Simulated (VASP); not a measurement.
Band structure of Si$_{3}$W$_{5}$ (space group I4/mcm). Calculation: PBEsol GGA, VASP's PBE PAW potentials (set 64) (plane waves; VASP 6.6.1).

Unless said otherwise, spin-orbit coupling is left out, though it shifts the bands of the heavy elements here.

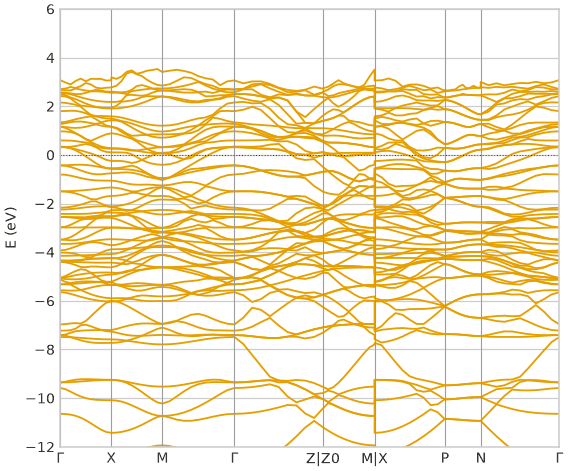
Figure. Bands along high-symmetry lines, zero at the valence-band maximum or, without a gap, the Fermi level

### Question
Read the plot: is there a gap, and where are the band edges?

### Answer
It has no gap at this level: it comes out as a metal or semimetal. (Edges off the drawn lines would not show.)

The structure comes from a computed database's Si3W5 entry (I4/mcm); how it stands against other phases isn't given here. It was relaxed first.
